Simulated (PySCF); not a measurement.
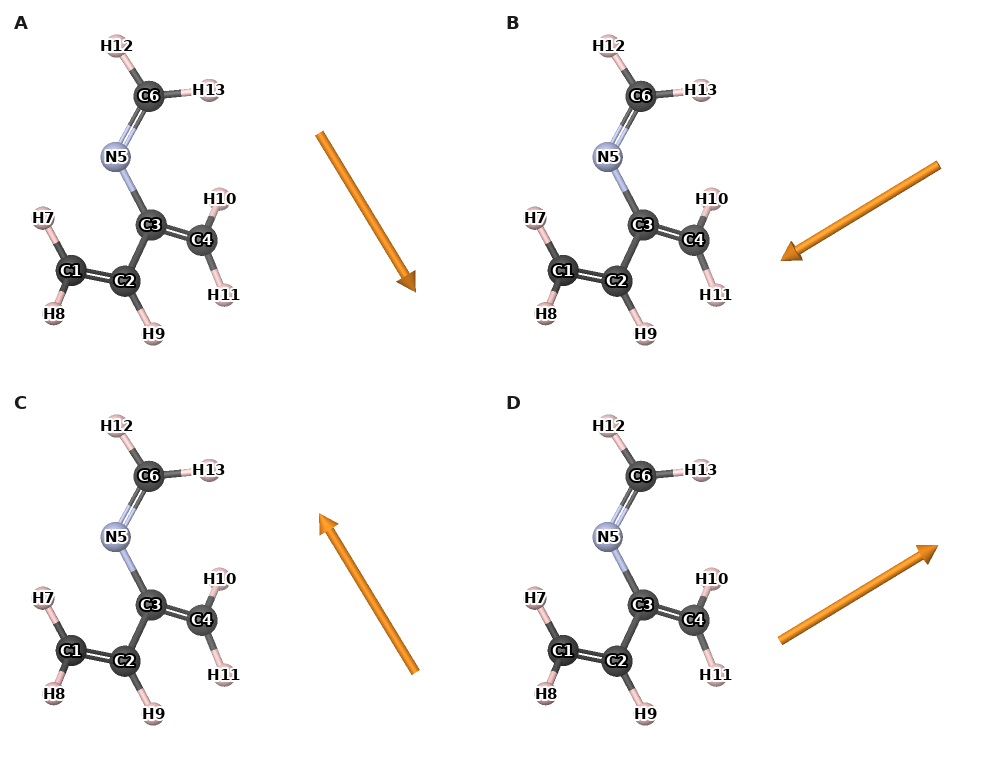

The same molecule four times, each with an arrow. Computed geometry: GFN2-xTB optimisation. No frequency run is at hand to confirm it as a minimum. Properties computed with PBE0/pcSseg-1, gas phase (PySCF 2.14.0).

**Which arrow points along the dipole moment, from the negative to the positive end?**

D. The dipole moment is 1.35 D; it points from the side of H8 to the side of H13 (the outermost atoms at the two ends).
